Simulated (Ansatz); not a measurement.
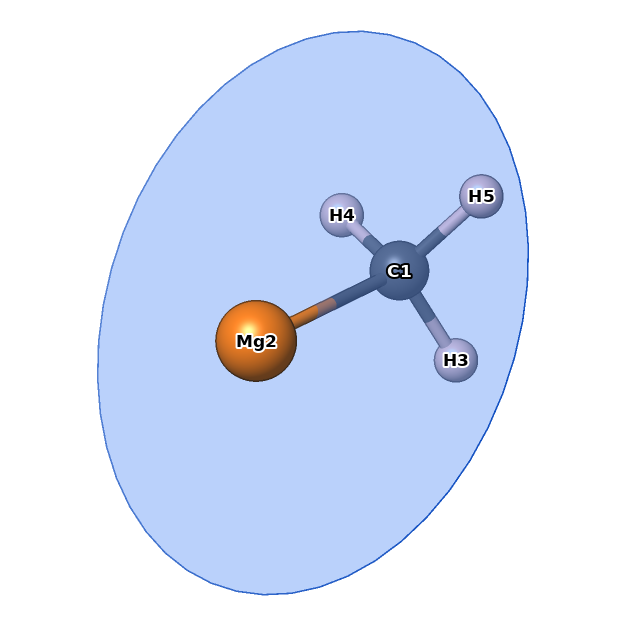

A disc through the centre of mass is drawn in. Depth is shown by fading: the farther an atom, the more it takes the colour of the background. State: charge −1, singlet. The geometry was computed by an optimisation with PBE0-D4/def2-TZVPD. No frequency run is at hand to confirm it as a minimum.

### Is the plane of the disc a mirror plane of the structure?

No. The point group is C3v, with 1 C3 axis and 3 mirror planes, and this plane isn't one of its mirror planes.
